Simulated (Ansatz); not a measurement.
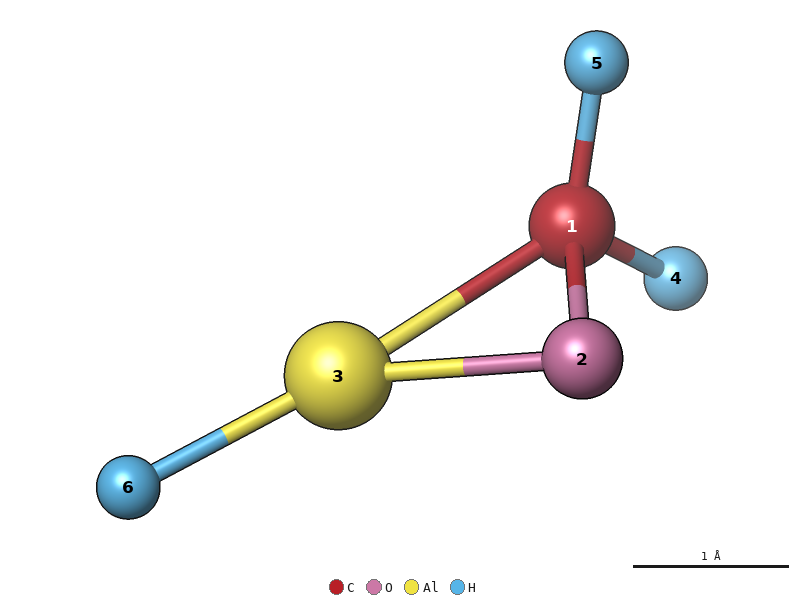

Orthographic view. Distant atoms are faded towards the background colour. The geometry was computed by an optimisation with PBE0-D4/def2-TZVP. No frequency run is at hand to confirm it as a minimum.

Write a Z-matrix (Å, degrees) in the order of the atom numbers, with these reference atoms: 2 to 1; 3 to 2, 1; 4 to 1, 2, 3; 5 to 1, 4, 2; 6 to 3, 2, 1.

```
C  
O    1   1.486
Al   2   1.706   1    71.8
H    1   1.090   2   112.6   3  -116.7
H    1   1.090   4   111.1   2   127.3
H    3   1.568   2   139.1   1   180.0
```
